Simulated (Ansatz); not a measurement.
# BiP (model cell, started as CsCl type): from the cell to its phonons

Task: relax BiP (model cell, started as CsCl type), then find its harmonic phonons.

Method: DFT PBEsol, scalar-relativistic, plane waves, PAW, in Ansatz 0.2.0.

The structure was built from a prototype and need not be the compound's stable phase.

## (1) The starting structure

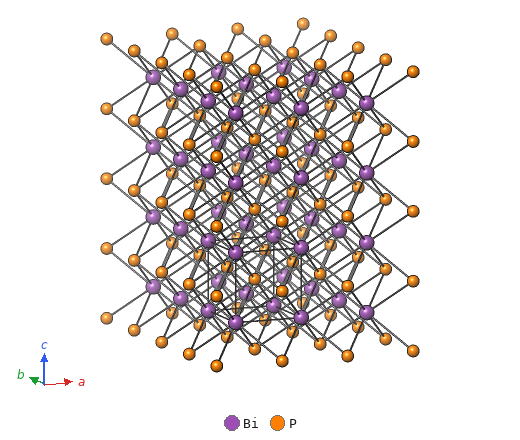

The cell as given, slightly off an axis (bismuth purple, phosphorus orange). 2×3×3 cells are drawn. Some periodic images of atoms are drawn too.

## (2) Relaxation

The cell and atoms are relaxed, since residual forces and stress would shift the frequencies.

Contents of input.yaml:

```yaml
crystal:
  lattice:
    - [3.57865, 0.0, 0.0]
    - [0.0, 3.57865, 0.0]
    - [0.0, 0.0, 3.57865]
  atoms:
    - { symbol: Bi, position: [0.0, 0.0, 0.0] }
    - { symbol: P, position: [0.5, 0.5, 0.5] }
kpoints:
  mp_grid: { grid: [12, 12, 12] }
hamiltonian:
  xc: pbesol
scf:
  occupations: { method: gaussian, width: 0.1 }
output:
  forces: true
  stress: true
  eigenvalues: true
  write_density: true
  write_potential: true
  elf: true
  volumetric_format: npy
relax:
  adjacent_minimum: "off"
  f_tol: 0.005
  max_steps: 80
  cell: { stress_tol: 0.05 }
```

Run with:

```
ansatz run input.yaml --threads 4 --pin off --max-ram 7168MiB --backend cpu --events-out ev --progress --plain --runs-dir out
```

Numbers of over 12 decimals in the logs are rounded to 6 here.

Output:

```text
Engine: ansatz 0.2.0, aarch64-unknown-linux-gnu
Pseudopotentials: kind: paw
Pseudopotential: Bi, paw, valence charge 15, recommended cutoff 420 eV (normal), Bi.paw.azcp
Pseudopotential: P, paw, valence charge 5, recommended cutoff 420 eV (normal), P.paw.azcp
Functional definition: PBEsol
  exchange = pbesol_x
  correlation = pbesol_c
Crystal: 2 atoms, lattice volume = 45.831 Å³
Basis set: ecut = 420 eV, 895 PW (Γ), exchange–correlation on 48×48×48 points (8 copies of the dense FFT grid, shifted against one another)
Bands: 14, of which v1, the nominal top of the filled ones, is band 10 counted from 1 (9 counted from 0)
Symmetry: 48 space group operations
Space group: Pm-3m (ITA 221), of the structure as read, at distance tolerance 3.6e-5 Å
k-points: 84 of 1728
Non-local potential: Bi, projectors of the file, l = 0: 2, l = 1: 2, l = 2: 2, l = 3: 2
Non-local potential: P, projectors of the file, l = 0: 2, l = 1: 2, l = 2: 2
PAW form: soft (Blöchl's): semilocal exchange-correlation on the pseudo side does not see the compensation charge
PAW frozen core: Bi, regenerated for the run's functional, and the local potential with it (the file was generated under x = pbe(κ = 0.804, μ = 0.219515), c = pbe(β = 0.066725))
PAW frozen core: P, regenerated for the run's functional, and the local potential with it (the file was generated under x = pbe(κ = 0.804, μ = 0.219515), c = pbe(β = 0.066725))
PAW one-centre angular grid: Bi, 590 points (default); XC on 64 Gauss nodes
PAW one-centre angular grid: P, 110 points (default); XC on 64 Gauss nodes
Initial density: superposition of atomic densities (neutral atoms: chi_scale 0, normalization atom), corrected by the library's trained network
Initial wavefunctions: pseudopotential atomic-orbital guess
Functional: x = pbesol(κ = 0.804, μ = 0.123457), c = pbesol(β = 0.046)
SCF iter   1: F=—  HF=-12981.333380 eV  |F-HF|=—  |Δ(HF+E_count)|=         —  Δρ=7.01e-3  dr2=5.35e-2  ethr=1.77e-3  ⟨swp⟩=5.8  Hψ=6749  notcnv=0
preconditioner: auto → none  [metal: Δε(μ)=0.045 eV  Ē_g=18.111 eV  σ=0.100 eV  W_gap=0.25  n_scr=6 (ndim 8)  ℏωp=24.5 eV  f_vac=0.000  D(μ)=1.26/eV (n_scr^D=6)  sad-step TF]
SCF iter   2: F=—  HF=-12981.326790 eV  |F-HF|=—  |Δ(HF+E_count)|=   6.59e-3  Δρ=5.68e-3  dr2=3.57e-2  ethr=2.67e-4  ⟨swp⟩=1.2  Hψ=1861  notcnv=0
SCF iter   3: F=—  HF=-12981.319505 eV  |F-HF|=—  |Δ(HF+E_count)|=   7.29e-3  Δρ=2.45e-3  dr2=6.91e-3  ethr=1.78e-4  ⟨swp⟩=1.1  Hψ=1178  notcnv=0
SCF iter   4: F=—  HF=-12981.318088 eV  |F-HF|=—  |Δ(HF+E_count)|=   1.42e-3  Δρ=1.09e-3  dr2=4.71e-4  ethr=3.45e-5  ⟨swp⟩=2.8  Hψ=2008  notcnv=0
SCF iter   5: F=—  HF=-12981.317815 eV  |F-HF|=—  |Δ(HF+E_count)|=   2.73e-4  Δρ=1.13e-4  dr2=2.72e-6  ethr=2.36e-6  ⟨swp⟩=2.0  Hψ=1954  notcnv=0
SCF iter   6: F=—  HF=-12981.317799 eV  |F-HF|=—  |Δ(HF+E_count)|=   1.59e-5  Δρ=1.89e-5  dr2=1.50e-7  ethr=1.36e-8  ⟨swp⟩=2.7  Hψ=1995  notcnv=0
SCF iter   7: F=-12981.317799 eV  HF=-12981.317799 eV  |F-HF|=1.64e-10  |Δ(HF+E_count)|=   3.58e-8  Δρ=1.39e-6  dr2=3.93e-10  ethr=5.00e-10  ⟨swp⟩=12.6  Hψ=9367  notcnv=0
SCF 1 converged in 7 iterations: F = -12981.317799 eV  dr2 = 3.93e-10
  greatest PAW one-centre occupation: 0.989 electrons in one spin orbital (limit 2), on the Bi atom at site 0 (counted from 0), in its partial waves of l = 2
relax step   1: F+E_penalty+E_count = -12981.31779874 eV  Δ(F+E_penalty+E_count) = +0.000e0 eV  max|allowed force component| = 2.662e-30 eV/Å  Δτ_max = 0.0000 Å  P = -3.241 GPa  Ω = 45.831 Å³  (7 SCF iters, dr2 threshold 1.00e-7 eV, accepted)
Crystal: 2 atoms, lattice volume = 42.582 Å³
Basis set: ecut = 420 eV, 847 PW (Γ), exchange–correlation on 48×48×48 points (8 copies of the dense FFT grid, shifted against one another)
Initial density: handed on by an earlier stage of this run
Initial wavefunctions: those handed on with the density
iter 1 solved again at ethr=1.83e-5 eV; its pass at ethr=3.10e-3 eV (dr2=3.67e-3 eV) is discarded
SCF iter   1: F=—  HF=-12981.329042 eV  |F-HF|=—  |Δ(HF+E_count)|=         —  Δρ=2.11e-3  dr2=3.64e-3  ethr=1.83e-5  ⟨swp⟩=2.0  Hψ=8768  notcnv=0
preconditioner: auto → none  [metal: Δε(μ)=0.068 eV  Ē_g=18.331 eV  σ=0.100 eV  W_gap=0.37  n_scr=6 (ndim 8)  ℏωp=25.4 eV  f_vac=0.000  D(μ)=1.03/eV (n_scr^D=6)]
SCF iter   2: F=—  HF=-12981.328296 eV  |F-HF|=—  |Δ(HF+E_count)|=   7.46e-4  Δρ=9.78e-4  dr2=7.70e-4  ethr=1.82e-5  ⟨swp⟩=1.0  Hψ=1178  notcnv=0
SCF iter   3: F=—  HF=-12981.328116 eV  |F-HF|=—  |Δ(HF+E_count)|=   1.80e-4  Δρ=1.01e-4  dr2=2.05e-6  ethr=3.85e-6  ⟨swp⟩=2.0  Hψ=1428  notcnv=0
SCF iter   4: F=—  HF=-12981.328097 eV  |F-HF|=—  |Δ(HF+E_count)|=   1.91e-5  Δρ=2.57e-5  dr2=3.01e-7  ethr=1.02e-8  ⟨swp⟩=2.1  Hψ=2044  notcnv=0
iter 5 did not close the SCF: its close was put off for the readings that it lacked (scf_convergence_deferred on its scf_iter line)
SCF iter   5: F=-12981.328097 eV  HF=-12981.328097 eV  |F-HF|=1.27e-9  |Δ(HF+E_count)|=   3.55e-8  Δρ=4.17e-6  dr2=4.34e-9  ethr=1.51e-9  ⟨swp⟩=2.0  Hψ=2027  notcnv=0
SCF iter   6: F=-12981.328097 eV  HF=-12981.328097 eV  |F-HF|=3.82e-11  |Δ(HF+E_count)|=   2.91e-9  Δρ=4.01e-7  dr2=6.80e-11  ethr=2.17e-11  ⟨swp⟩=8.6  Hψ=8620  notcnv=0
SCF 2 converged in 6 iterations: F = -12981.328097 eV  dr2 = 6.80e-11
relax step   2: F+E_penalty+E_count = -12981.32809721 eV  Δ(F+E_penalty+E_count) = -1.030e-2 eV  max|allowed force component| = 3.287e-30 eV/Å  Δτ_max = 0.0000 Å  P = +2.669 GPa  Ω = 42.582 Å³  energy of the carried Pulay correction = +7.528e-4 eV  (6 SCF iters, dr2 threshold 2.00e-7 eV, accepted)
Crystal: 2 atoms, lattice volume = 43.990 Å³
iter 1 solved again at ethr=4.30e-6 eV; its pass at ethr=3.10e-3 eV (dr2=8.60e-4 eV) is discarded
SCF iter   1: F=—  HF=-12981.338664 eV  |F-HF|=—  |Δ(HF+E_count)|=         —  Δρ=1.01e-3  dr2=8.91e-4  ethr=4.30e-6  ⟨swp⟩=2.8  Hψ=8879  notcnv=0
preconditioner: auto → none  [metal: Δε(μ)=0.051 eV  Ē_g=18.224 eV  σ=0.100 eV  W_gap=0.27  n_scr=6 (ndim 8)  ℏωp=25.0 eV  f_vac=0.000  D(μ)=1.06/eV (n_scr^D=6)]
SCF iter   2: F=—  HF=-12981.338488 eV  |F-HF|=—  |Δ(HF+E_count)|=   1.76e-4  Δρ=4.65e-4  dr2=1.87e-4  ethr=4.30e-6  ⟨swp⟩=1.1  Hψ=1182  notcnv=0
SCF iter   3: F=—  HF=-12981.338430 eV  |F-HF|=—  |Δ(HF+E_count)|=   5.82e-5  Δρ=4.63e-5  dr2=4.37e-7  ethr=9.36e-7  ⟨swp⟩=1.9  Hψ=1382  notcnv=0
iter 4 did not close the SCF: its close was put off for the readings that it lacked (scf_convergence_deferred on its scf_iter line)
SCF iter   4: F=-12981.338430 eV  HF=-12981.338430 eV  |F-HF|=2.79e-8  |Δ(HF+E_count)|=   5.60e-7  Δρ=9.95e-6  dr2=4.72e-8  ethr=2.18e-9  ⟨swp⟩=2.2  Hψ=2056  notcnv=0
iter 5 did not close the SCF: its close was put off for the readings that it lacked (scf_convergence_deferred on its scf_iter line)
SCF iter   5: F=-12981.338430 eV  HF=-12981.338430 eV  |F-HF|=3.27e-10  |Δ(HF+E_count)|=   3.00e-9  Δρ=1.89e-6  dr2=8.35e-10  ethr=2.36e-10  ⟨swp⟩=2.0  Hψ=2000  notcnv=0
SCF iter   6: F=-12981.338430 eV  HF=-12981.338430 eV  |F-HF|=9.09e-12  |Δ(HF+E_count)|=  4.89e-10  Δρ=2.14e-7  dr2=1.45e-11  ethr=4.17e-12  ⟨swp⟩=7.0  Hψ=7867  notcnv=0
SCF 3 converged in 6 iterations: F = -12981.338430 eV  dr2 = 1.45e-11
relax step   3: F+E_penalty+E_count = -12981.33843013 eV  Δ(F+E_penalty+E_count) = -1.033e-2 eV  max|allowed force component| = 2.630e-31 eV/Å  Δτ_max = 0.0000 Å  P = -0.166 GPa  Ω = 43.990 Å³  energy of the carried Pulay correction = +4.198e-4 eV  (6 SCF iters, dr2 threshold 2.00e-7 eV, accepted)
[...]
relax step   4: F+E_penalty+E_count = -12981.33849590 eV  Δ(F+E_penalty+E_count) = -6.577e-5 eV  max|allowed force component| = 4.602e-31 eV/Å  Δτ_max = 0.0000 Å  P = -0.007 GPa  Ω = 43.905 Å³  energy of the carried Pulay correction = +4.396e-4 eV  (6 SCF iters, accepted)
Initial wavefunctions: pseudopotential atomic-orbital guess (no wavefunctions were taken with the density)
iter 1 solved again at ethr=1.36e-7 eV; its pass at ethr=3.10e-3 eV (dr2=2.71e-5 eV) is discarded
SCF iter   1: F=—  HF=-12981.338114 eV  |F-HF|=—  |Δ(HF+E_count)|=         —  Δρ=5.23e-5  dr2=2.27e-7  ethr=1.36e-7  ⟨swp⟩=4.1  Hψ=10715  notcnv=0
preconditioner: auto → none  [metal: Δε(μ)=0.049 eV  Ē_g=18.223 eV  σ=0.100 eV  W_gap=0.26  n_scr=6 (ndim 8)  ℏωp=25.1 eV  f_vac=0.000  D(μ)=1.06/eV (n_scr^D=6)]
SCF iter   2: F=—  HF=-12981.338078 eV  |F-HF|=—  |Δ(HF+E_count)|=   3.60e-5  Δρ=2.44e-5  dr2=4.13e-8  ethr=1.13e-9  ⟨swp⟩=2.1  Hψ=2049  notcnv=0
SCF iter   3: F=—  HF=-12981.338078 eV  |F-HF|=—  |Δ(HF+E_count)|=   3.92e-8  Δρ=4.03e-6  dr2=1.69e-9  ethr=2.07e-10  ⟨swp⟩=2.4  Hψ=1634  notcnv=0
SCF iter   4: F=—  HF=-12981.338078 eV  |F-HF|=—  |Δ(HF+E_count)|=   1.38e-9  Δρ=5.00e-7  dr2=8.63e-11  ethr=8.45e-12  ⟨swp⟩=2.5  Hψ=2072  notcnv=0
iter 5 did not close the SCF: its close was put off for the readings that it lacked (scf_convergence_deferred on its scf_iter line)
SCF iter   5: F=-12981.338078 eV  HF=-12981.338078 eV  |F-HF|=3.64e-12  |Δ(HF+E_count)|=  7.28e-12  Δρ=3.62e-8  dr2=3.08e-13  ethr=1.00e-12  ⟨swp⟩=1.2  Hψ=1191  notcnv=0
SCF iter   6: F=-12981.338078 eV  HF=-12981.338078 eV  |F-HF|=0.00e0  |Δ(HF+E_count)|=  3.64e-12  Δρ=3.92e-9  dr2=6.98e-15  ethr=1.00e-12  ⟨swp⟩=6.0  Hψ=5869  notcnv=0
SCF 5 converged in 6 iterations: F = -12981.338078 eV  dr2 = 6.98e-15
relax step   5: F+E_penalty+E_count = -12981.33807812 eV  Δ(F+E_penalty+E_count) = +4.178e-4 eV  max|allowed force component| = 4.273e-31 eV/Å  Δτ_max = 0.0000 Å  P = -0.011 GPa  Ω = 43.905 Å³  stress off target by 1.11e-2 GPa  SCF on the basis re-selected at this cell (its energy is not comparable with the rows above)  (6 SCF iters)
basis re-selected at this cell: Δ(F+E_penalty+E_count) = +4.178e-4 eV, ΔP = -0.004 GPa vs the last step (what re-selecting the basis moved, of the pressure what is left beyond the Pulay correction that the steps carried, after the strain that the cell walked since its last selection, with what the two solves' SCF thresholds leave and, on support functions, any second-order correction that the steps lacked; it is no m [...]
SCF converged after 6 iterations
Free energy (F): -12981.338078 eV
Harris-Foulkes:  -12981.338078 eV  (|F-HF|=0.00e0)
Internal energy: -12981.332778 eV  (E = F + TS)
E sigma→0 (E₀):  -12981.335428 eV
Entropy (-TS):   -0.005300 eV (-2.650 meV/atom)
Fermi energy:    11.778928 eV
--- Per-component energies (eV) ---
  E_band       = -51.553440
  E_kinetic    = 371.141107
  E_local      = -1443.694871  (includes V_loc(G=0)·N_el)
  E_nonlocal   = 597.465292
  E_hartree    = 461.838416
  E_xc         = -211.477298
  E_vxc        = -205.075461  (∫ρ·V_xc dr)
  E_paw        = -11063.604103  (= ΣΔE_a)
  E_vpaw       = -295.065893  (= ΣTr[D̂ρ^β])
  E_aug_tail   = -0.000449  (compensation charges beyond the density's cutoff)
  E_ewald      = -1693.136720
  E_core_change = 0.135848  (= ΣΔE_core)
  E_smearing   = -0.005300  (= −TS)
  E_closure    = 0.000000  (closes the sum)
  Σ components = -12981.338078   (vs F -12981.338078, Δ=0.00e0)
--- Forces (eV/Å), atoms counted from 1 ---
  atom   1  Bi    -0.00000000     0.00000000    -0.00000000
  atom   2  P      0.00000000     0.00000000     0.00000000
  max |Σ_I F_I| component: 7.23e-31 eV/Å
--- Stress (GPa, compression-positive) ---
       -0.011077      -0.000000      -0.000000
       -0.000000      -0.011077       0.000000
       -0.000000       0.000000      -0.011077
  P = ⅓ Tr σ = -0.0111 GPa (-0.111 kbar)
--- Band table (eV; the first three rows and the last of 84) ---
  k-point 0: bands = [... 6 lower, 5.3426, 9.7812, 9.7812, 9.7812, 15.4518, 15.4518, 18.1008, 18.1008]
  k-point 1: bands = [... 6 lower, 5.1051, 9.7216, 9.8661, 9.8661, 15.5108, 15.8547, 17.7329, 17.8189]
  k-point 2: bands = [... 6 lower, 4.4423, 9.6952, 10.1176, 10.1176, 15.6857, 16.0547, 17.0780, 17.0780]
  k-point 83: bands = [... 6 lower, 3.2534, 9.0118, 9.0118, 9.0118, 9.0288, 9.0288, 9.0288, 27.2465]
--- Relaxed structure (4 steps of the walk, 4 accepted, 1 SCFs on fresh bases) ---
  F+E_penalty+E_count = -12981.33807812 eV   max|allowed force component| = 4.273e-31 eV/Å   (the final SCF, on the basis selected at the relaxed cell)
  cell:  # Å, volume = 43.9055 Å³
    - [3.527819, 0, 0]
    - [0, 3.527819, 0.0]
    - [0, 0.0, 3.527819]
  atoms:
    - { symbol: Bi, position: [0, 0, 0] }
    - { symbol: P, position: [0.5, 0.5, 0.5] }
```

Elapsed: 3.8 s, on 4 threads of Arm Neoverse V2, shared host; peak memory 0.38 GiB; 14 s of CPU time.

Relaxation path:

| step | energy less that of the first step (eV) | largest force component (eV/Å) | pressure (GPa) | volume (Å³) |
| --- | --- | --- | --- | --- |
| 1 | 0.0000 | 0.0000 | -3.24 | 45.83 |
| 2 | -0.0103 | 0.0000 | 2.67 | 42.58 |
| 3 | -0.0206 | 0.0000 | -0.17 | 43.99 |
| 4 | -0.0207 | 0.0000 | -0.01 | 43.91 |
| 5* | -0.0203 | 0.0000 | -0.01 | 43.91 |

Relaxation steps marked * repeat the geometry before them on a plane-wave basis chosen anew for their cell, so energy and pressure can jump there.

Forces are held to the 48 operations that the run works with; a distortion that breaks them can't arise in this run.

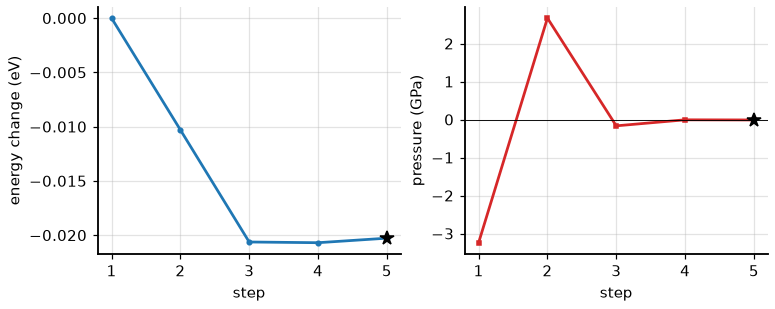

Energy and pressure along the relaxation. Stars mark steps on a basis chosen anew.

| conventional cell, symmetrised | before | after | change |
| --- | --- | --- | --- |
| a (Å) | 3.579 | 3.528 | -1.4 % |
| b (Å) | 3.579 | 3.528 | -1.4 % |
| c (Å) | 3.579 | 3.528 | -1.4 % |
| volume (Å³/atom) | 22.92 | 21.95 | -4.2 % |

The relaxed structure:

```
Bi P
1.0
     3.52782    0.00000    0.00000
     0.00000    3.52782    0.00000
     0.00000    0.00000    3.52782
Bi P
1 1
Direct
  0.00000 0.00000 0.00000
  0.50000 0.50000 0.50000
```

Numbers from this step:

```
pressure          : -0.01108 GPa
volume per atom   : 21.95 Å³
gap on the k-mesh : 0 eV
```

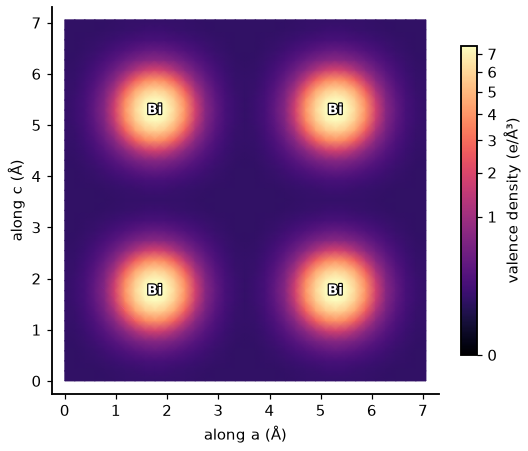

Valence density in the ac plane at fractional y = 0.000, with atoms of Bi within 0.2 Å of it. It is the smooth field of the valence electrons, not physical close to the nuclei. The map starts off the cell's origin, so that atoms lie inside it. The colour scale is stretched toward low values.

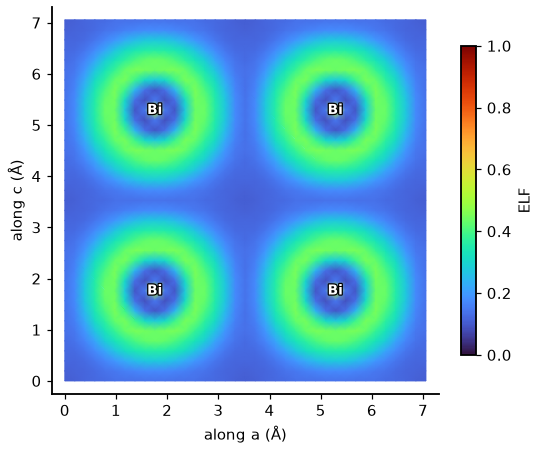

ELF in the ac plane at fractional y = 0.000, with atoms of Bi within 0.2 Å of it. It is the smooth field of the valence electrons, not physical close to the nuclei. The map starts off the cell's origin, so that atoms lie inside it.

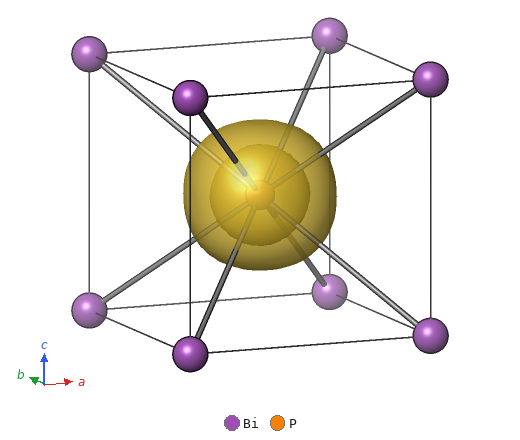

Surface of ELF = 0.76.

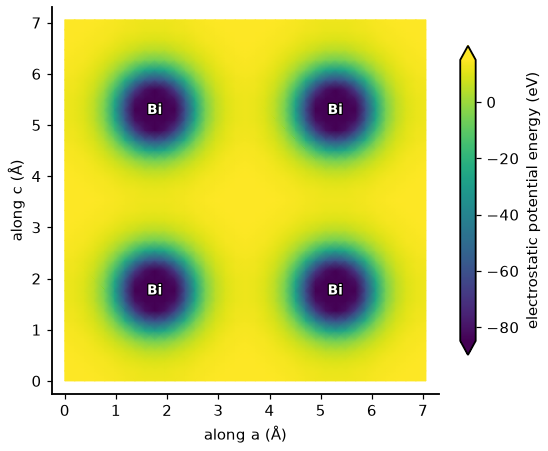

Electrostatic potential energy in the ac plane at fractional y = 0.000, with atoms of Bi within 0.2 Å of it. With pseudopotentials it is smooth inside the atoms' cores, unlike the true potential. The map starts off the cell's origin, so that atoms lie inside it.

In this step the volume went from 22.92 to 21.95 Å³/atom.

## (3) Tight relaxation

Phonons need a cell at rest on their own settings, so the relaxation is repeated with tight tolerances on forces and stress on the k mesh and occupations of the first response run.

Contents of input.yaml:

```yaml
crystal:
  lattice:
    - [3.5278186226, 0.0, 0.0]
    - [0.0, 3.5278186226, 0.0]
    - [0.0, 0.0, 3.5278186226]
  atoms:
    - { symbol: Bi, position: [0.0, 0.0, 0.0] }
    - { symbol: P, position: [0.5, 0.5, 0.5] }
kpoints:
  mp_grid: { grid: [12, 12, 12] }
hamiltonian:
  xc: pbesol
scf:
  occupations: { method: methfessel_paxton, width: 0.2 }
output:
  forces: true
  stress: true
  eigenvalues: true
relax:
  adjacent_minimum: "off"
  f_tol: 0.001
  max_steps: 60
  cell: { stress_tol: 0.01 }
```

Output:

```text
[...]
Crystal: 2 atoms, lattice volume = 43.905 Å³
Basis set: ecut = 420 eV, 847 PW (Γ), exchange–correlation on 48×48×48 points (8 copies of the dense FFT grid, shifted against one another)
Bands: 14, of which v1, the nominal top of the filled ones, is band 10 counted from 1 (9 counted from 0)
Symmetry: 48 space group operations
[...]
k-points: 84 of 1728
[...]
k-point 83: bands = [... 6 lower, 3.2579, 9.0156, 9.0156, 9.0156, 9.0329, 9.0329, 9.0329, 27.2553]
--- Relaxed structure (3 steps of the walk, 3 accepted, 1 SCFs on fresh bases) ---
[...]
cell:  # Å, volume = 43.8918 Å³
    - [3.527452, 0, 0.0]
    - [0, 3.527452, 0]
    - [0.0, 0, 3.527452]
  atoms:
    - { symbol: Bi, position: [0, 0, 0] }
    - { symbol: P, position: [0.500000, 0.500000, 0.500000] }
[key lines of the parts left out:]
SCF converged after 5 iterations
Free energy (F): -12981.334726 eV
Fermi energy:    11.789571 eV
P = ⅓ Tr σ = -0.0000 GPa (-0.000 kbar)
```

Elapsed: 2.6 s, on 4 threads; peak memory 0.37 GiB.

Little changed from the start: no atom moved by 0.005 Å and no cell edge by 0.1 %.

Numbers from this step:

```yaml
pressure: -3.87e-5 GPa
```

The forces vanish by symmetry and the pressure is 0.000 GPa, within the tolerances set. The cell now holds 21.95 Å³/atom.

(Continued in part 2 of 2.)

[Logs are printed without paths, hosts, clocks, repeated set-up lines and the standing remarks that a program may print on its own settings, such as how far it seeks lower states.]

[Hosts, paths, dates, database ids (printed as entryN), source tags and the programs' standing remarks are cut or masked in the printed files.]
